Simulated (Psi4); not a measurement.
# BH3F− (SMILES [BH3-]F) at 6 levels

Aim: a comparison of 6 runs (HF/3-21G, B3LYP/6-31G*, MP2/def2-SVP, SCS-MP2/d-aug-cc-pVDZ, FNO-CISD/6-311G, QCISD/2ZaPa-NR) of BH3F−. 

The calculation is run with Psi4 1.11.

6 further runs of the same task are left out: 2 that didn't finish, 4 set aside as unsound or not needed.

## 1. The system as given

BH3F− has 5 atoms, charge -1, and is taken as a singlet. SMILES: `[BH3-]F`. Geometry: relaxed at GFN2-xTB.

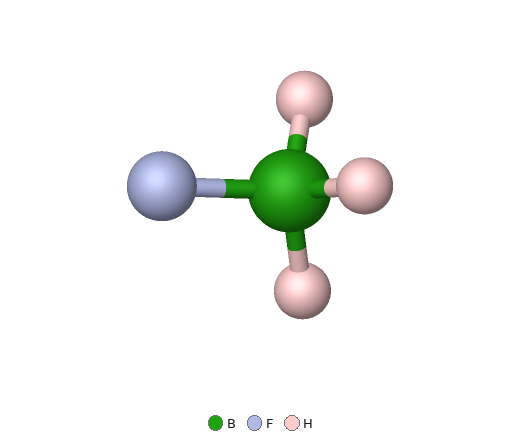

The structure, seen from a chosen angle (boron green, fluorine light blue, hydrogen pink).

## 2. A single-point energy at HF/3-21G (run 1)

Input file job.in:

```
memory 1.6 GB

molecule {
  -1 1
  B     -0.06755771     0.05533118    -0.06404282
  F      1.61675519    -1.35665328     1.56274681
  H     -2.01698028     0.49928454     1.11134793
  H     -0.51884320    -1.23075973    -1.94176918
  H      0.98660711     2.03277839    -0.66828275
  units au
  symmetry c1
  no_reorient
  no_com
}

set reference rhf
set puream true
set e_convergence 1e-09
set d_convergence 1e-08
set scf_type pk

result, w = energy('hf/3-21G', return_wfn=True)
print_variables()
```

On the command line:

```bash
psi4 -i job.in -o job.out -n 1
```

job.out:

```text
[...]
  Running in c1 symmetry.
[...]
  Nuclear repulsion =   30.284623569630071
[...]
  Multiplicity = 1
[...]
  Nalpha       = 9
  Nbeta        = 9
[...]
    Number of basis functions: 24
[...]
   @RHF iter   1:  -125.16880284435713   -8.84811e-01   1.24925e-02 ADIIS/DIIS
[...]
   @RHF iter   9:  -125.20732241795224   -3.21165e-12   5.42572e-09 DIIS
[...]
    Orbital Energies [Eh]
    ---------------------
    Doubly Occupied:
       1A    -25.813916     2A     -7.280869     3A     -1.235121
       4A     -0.460626     5A     -0.337372     6A     -0.337295
       7A     -0.308197     8A     -0.163835     9A     -0.163460
[...]
  @RHF Final Energy:  -125.20732241795224
   => Energetics <=
    Nuclear Repulsion Energy =             30.2846235696300710
    One-Electron Energy =                -238.7825091593948059
    Two-Electron Energy =                  83.2905631718124937
    Total Energy =                       -125.2073224179522413
[...]
 Multipole Moments:
 ------------------------------------------------------------------------------------
     Multipole            Electronic (a.u.)      Nuclear  (a.u.)        Total (a.u.)
 ------------------------------------------------------------------------------------
 L = 1.  Multiply by 2.5417464519 to convert [e a0] to [Debye]
 Dipole X            :        -12.9635761           12.6637918           -0.2997843
 Dipole Y            :         10.8821663          -10.6319204            0.2502459
 Dipole Z            :        -12.5341276           12.2458032           -0.2883244
 Magnitude           :                                                    0.4854118
[...]
```

Wall time 1.6 s (1 thread of AMD EPYC 9R45 (Zen 5), shared host); peak memory 0.18 GiB.

## 3. Energy and gradient at B3LYP/6-31G(d) (spherical functions) (run 2)

Input file input.json:

```json
{
 "schema_name": "qcschema_input",
 "schema_version": 1,
 "molecule": {
  "schema_name": "qcschema_molecule",
  "schema_version": 2,
  "symbols": ["B", "F", "H", "H", "H"],
  "geometry": [-0.06755771, 0.05533118, -0.06404282, 1.61675519, -1.35665328, 1.56274681, -2.01698028, 0.49928454, 1.11134793, -0.5188432, -1.23075973, -1.94176918, 0.98660711, 2.03277839, -0.66828275],
  "molecular_charge": -1,
  "molecular_multiplicity": 1,
  "fix_symmetry": "c1",
  "fix_com": true,
  "fix_orientation": true
 },
 "driver": "gradient",
 "model": {
  "method": "b3lyp",
  "basis": "6-31G*"
 },
 "keywords": {
  "puream": true,
  "e_convergence": 1e-09,
  "d_convergence": 1e-08,
  "scf_type": "pk",
  "dft_radial_points": 99,
  "dft_spherical_points": 590
 }
}
```

On the command line:

```bash
psi4 --qcschema input.json -n 1 --memory 1600MB
```

stdout:

```text
[...]
  Running in c1 symmetry.
[...]
  Nuclear repulsion =   30.284623569630071
[...]
  Multiplicity = 1
[...]
  Nalpha       = 9
  Nbeta        = 9
[...]
    Number of basis functions: 34
[...]
   @RKS iter   1:  -126.39848387197027   -4.56549e-01   1.47336e-02 DIIS/ADIIS
[...]
   @RKS iter   9:  -126.53670288361801   -3.83693e-13   3.40685e-09 DIIS
[...]
    Orbital Energies [Eh]
    ---------------------
    Doubly Occupied:
       1A    -24.356046     2A     -6.460003     3A     -0.851649
       4A     -0.247070     5A     -0.132545     6A     -0.131007
       7A     -0.130899     8A     -0.014194     9A     -0.013946
[...]
  @RKS Final Energy:  -126.53670288361801
   => Energetics <=
    Nuclear Repulsion Energy =             30.2846235696300710
    One-Electron Energy =                -239.6956448177713241
    Two-Electron Energy =                  95.7861458681359466
    DFT Exchange-Correlation Energy =     -12.9118275036126935
    Empirical Dispersion Energy =           0.0000000000000000
    VV10 Nonlocal Energy =                  0.0000000000000000
    Total Energy =                       -126.5367028836180054
[...]
 Multipole Moments:
 ------------------------------------------------------------------------------------
     Multipole            Electronic (a.u.)      Nuclear  (a.u.)        Total (a.u.)
 ------------------------------------------------------------------------------------
 L = 1.  Multiply by 2.5417464519 to convert [e a0] to [Debye]
 Dipole X            :        -12.8972113           12.6637918           -0.2334195
 Dipole Y            :         10.8268069          -10.6319204            0.1948865
 Dipole Z            :        -12.4702714           12.2458032           -0.2244683
 Magnitude           :                                                    0.3779569
[...]
  -Total Gradient:
     Atom            X                  Y                   Z
    ------   -----------------  -----------------  -----------------
       1       -0.010177216447     0.008124134955    -0.009375277575
       2       -0.005804448459     0.004888567399    -0.005623566163
       3        0.009932023283    -0.004552521938     0.000159087396
       4        0.005322793862     0.000662359553     0.009340825155
       5        0.000725591402    -0.009121856739     0.005498058176
[...]
```

The result, in JSON:

```text
{
 "driver": "gradient",
 "model": {
  "method": "b3lyp",
  "basis": "6-31G*"
 },
 "success": true,
 "return_result": [-0.010177216446513877, 0.008124134954730536, -0.009375277575393283, -0.005804448459124201, 0.004888567398615179, -0.005623566162563112, 0.009932023283259692, -0.004552521937788417, 0.00015908739565184682, 0.005322793861792307, 0.0006623595531808496, 0.00934082515531455, 0.0007255914021708082, -0.00912185673861303, 0.005498058175936613],
 "properties": {
  "calcinfo_nbasis": 34,
  "calcinfo_nmo": 34,
  "calcinfo_nalpha": 9,
  "calcinfo_nbeta": 9,
  "calcinfo_natom": 5,
  "nuclear_repulsion_energy": 30.28462356963007,
  "return_energy": -126.536702883618,
  "return_gradient": [-0.010177216446513877, 0.008124134954730536, -0.009375277575393283, -0.005804448459124201, 0.004888567398615179, -0.005623566162563112, 0.009932023283259692, -0.004552521937788417, 0.00015908739565184682, 0.005322793861792307, 0.0006623595531808496, 0.00934082515531455, 0.0007255914021708082, -0.00912185673861303, 0.005498058175936613],
  "scf_one_electron_energy": -239.69564481777132,
  "scf_two_electron_energy": 95.78614586813595,
  "scf_xc_energy": -12.911827503612693,
  "scf_dipole_moment": [-0.23341946364435273, 0.19488649950706005, -0.2244682569451033],
  "scf_total_energy": -126.536702883618,
  "scf_total_gradient": [-0.010177216446513877, 0.008124134954730536, -0.009375277575393283, -0.005804448459124201, 0.004888567398615179, -0.005623566162563112, 0.009932023283259692, -0.004552521937788417, 0.00015908739565184682, 0.005322793861792307, 0.0006623595531808496, 0.00934082515531455, 0.0007255914021708082, -0.00912185673861303, 0.005498058175936613],
  "scf_iterations": 9
 }
}
```

It took 5.4 s on 1 thread of AMD EPYC 9R45 (Zen 5), shared host; peak memory 0.5 GiB.

## 4. The energy at MP2/def2-SVP (run 3)

Input file bfh3.xyz:

```xyz
5
BFH3
B     -0.035750     0.029280    -0.033890
F      0.855550    -0.717910     0.826970
H     -1.067340     0.264210     0.588100
H     -0.274560    -0.651290    -1.027540
H      0.522090     1.075700    -0.353640
```

Input file run.py:

```python
import psi4

psi4.set_memory(1600000000)
psi4.set_num_threads(1)
psi4.core.set_output_file('run.log', False)

with open('bfh3.xyz') as f:
    atoms = ''.join(f.readlines()[2:])
m = psi4.geometry('-1 1\n' + atoms + 'symmetry c1')

psi4.set_options({
    'reference': 'rhf',
    'puream': True,
    'e_convergence': 1e-09,
    'd_convergence': 1e-08,
    'scf_type': 'pk',
    'num_frozen_docc': 2,
    'mp2_type': 'conv',
})

e, wfn = psi4.energy('mp2/def2-SVP', return_wfn=True)
print('E =', round(e, 9))
```

On the command line:

```bash
python run.py
```

run.log:

```text
[...]
  Running in c1 symmetry.
[...]
  Nuclear repulsion =   30.284623548232830
[...]
  Multiplicity = 1
[...]
  Nalpha       = 9
  Nbeta        = 9
[...]
    Number of basis functions: 43
[...]
   @RHF iter   1:  -125.73882456037362   -8.21885e-01   7.64460e-03 ADIIS/DIIS
[...]
   @RHF iter   9:  -125.79344705533457   -4.07852e-12   9.07638e-09 DIIS
[...]
    Orbital Energies [Eh]
    ---------------------
    Doubly Occupied:
       1A    -25.967135     2A     -7.342624     3A     -1.244046
       4A     -0.478847     5A     -0.370576     6A     -0.370519
       7A     -0.332910     8A     -0.178402     9A     -0.178008
[...]
  @RHF Final Energy:  -125.79344705533457
   => Energetics <=
    Nuclear Repulsion Energy =             30.2846235482328296
    One-Electron Energy =                -239.2300059201794795
    Two-Electron Energy =                  83.1519353166120965
    Total Energy =                       -125.7934470553345676
[...]
 Multipole Moments:
 ------------------------------------------------------------------------------------
     Multipole            Electronic (a.u.)      Nuclear  (a.u.)        Total (a.u.)
 ------------------------------------------------------------------------------------
 L = 1.  Multiply by 2.5417464519 to convert [e a0] to [Debye]
 Dipole X            :          2.5186011           -1.9581879            0.5604132
 Dipole Y            :         -2.1166843            1.6446980           -0.4719863
 Dipole Z            :          2.4377819           -1.8942086            0.5435733
 Magnitude           :                                                    0.9123081
[...]
	SCS-MP2 Total Energy (a.u.)        :  -126.09862937782097
	SOS-MP2 Total Energy (a.u.)        :  -126.07516111666385
	SCSN-MP2 Total Energy (a.u.)       :  -125.91735947424418
[...]
	SOS-PI-MP2 Total Energy (a.u.)     :  -126.12211346021873
[...]
	MP2 Total Energy (a.u.)            :  -126.09861355658035
[...]
```

The script printed:

```text
E = -126.098613557
```

It took 1.8 s on 1 thread of AMD EPYC 9R45 (Zen 5), shared host; peak memory 0.2 GiB.

Runs 4 to 5 aren't shown in full; the table further down has their settings and results.

## 5. The energy at QCISD/2ZaPa-NR (run 6)

Input file bfh3.py:

```python
import psi4

psi4.set_memory('1600 MB')
psi4.set_num_threads(1)
psi4.core.set_output_file('run.log', False)

m = psi4.geometry("""
-1 1
B
F 1 1.446993
H 1 1.22729 2 108.36574
H 1 1.227822 3 110.65626 2 118.68033
H 1 1.228178 3 110.52556 4 122.71396
""")

options = {'basis': '2ZaPa-NR', 'scf_type': 'pk', 'freeze_core': True, 'basis_guess': 'STO-3G'}
psi4.set_options(options)

e, wfn = psi4.energy('qcisd', molecule=m, return_wfn=True)
print(f'qcisd energy: {e:.10f} Eh')
```

On the command line:

```bash
python bfh3.py
```

run.log:

```text
[...]
  Running in c1 symmetry.
[...]
  Nuclear repulsion =   30.284621682630863
[...]
  Multiplicity = 1
[...]
  Nalpha       = 9
  Nbeta        = 9
[...]
    Number of basis functions: 13
[...]
   @RHF iter   1:  -124.01780339522563   -1.58435e+00   1.32668e-02 DIIS/ADIIS
[...]
   @RHF iter  10:  -125.93442116545312   -7.38964e-13   1.69470e-09 DIIS
[...]
    Orbital Energies [Eh]
    ---------------------
    Doubly Occupied:
       1A    -25.989386     2A     -7.350947     3A     -1.289252
       4A     -0.497581     5A     -0.386124     6A     -0.386065
       7A     -0.344927     8A     -0.187105     9A     -0.186707
[...]
  @RHF Final Energy:  -125.93442116545312
   => Energetics <=
    Nuclear Repulsion Energy =             30.2846216826308634
    One-Electron Energy =                -239.2018977929660082
    Two-Electron Energy =                  82.9828549448820212
    Total Energy =                       -125.9344211654531165
[...]
 Multipole Moments:
 ------------------------------------------------------------------------------------
     Multipole            Electronic (a.u.)      Nuclear  (a.u.)        Total (a.u.)
 ------------------------------------------------------------------------------------
 L = 1.  Multiply by 2.5417464519 to convert [e a0] to [Debye]
 Dipole X            :         -0.0027615            0.0017052           -0.0010563
 Dipole Y            :          0.0036444           -0.0020258            0.0016186
 Dipole Z            :          4.0644727           -3.1823813            0.8820914
 Magnitude           :                                                    0.8820935
[...]
      * MP2 total energy:                   -126.250895189248
[...]
      * MP3 total energy:                   -126.265736280994
[...]
      * QCISD total energy:                 -126.274550294333
[...]
```

On the terminal:

```text
qcisd energy: -126.2745502943 Eh
```

Wall time 4.2 s (1 thread of AMD EPYC 9R45 (Zen 5), shared host); peak memory 0.26 GiB.

## 6. The series

```tsv
run	level	task	integration grid	energy (Eh)	HOMO energy (eV)	LUMO energy (eV)	HOMO–LUMO gap (eV)	wall time
1	HF/3-21G	energy	–	-125.207322	-4.45	14.24	18.69	1.6 s
2	B3LYP/6-31G* (spherical functions)	gradient	99 radial × 590 angular	-126.536703	-0.38	10.18	10.56	5.4 s
3	MP2/def2-SVP	energy	–	-126.098614	-4.84	12.24	17.09	1.8 s
4	SCS-MP2/d-aug-cc-pVDZ (density fitting)	energy	–	-126.248285	-5.09	1.81	6.90	6.3 s
5	FNO-CISD/6-311G (density fitting)	energy	–	-126.113187	-5.05	10.66	15.71	2.4 s
6	QCISD/2ZaPa-NR	energy	–	-126.274550	-5.08	4.72	9.80	4.2 s
```

## 7. What came out

```
                                                    quantity          value
                                         run 6: total energy  -126.27455 Eh
                  run 6: HOMO energy (Hartree–Fock orbitals)       -5.08 eV
                  run 6: LUMO energy (Hartree–Fock orbitals)        4.72 eV
run 6: HOMO–LUMO gap (to an unbound level, set by the basis)        9.80 eV
          run 6: correlation energy (2 core orbitals frozen)     -340.1 mEh
                                        run 6: T1 diagnostic          0.013
```

All runs together took 22 s, the longest 6.3 s.
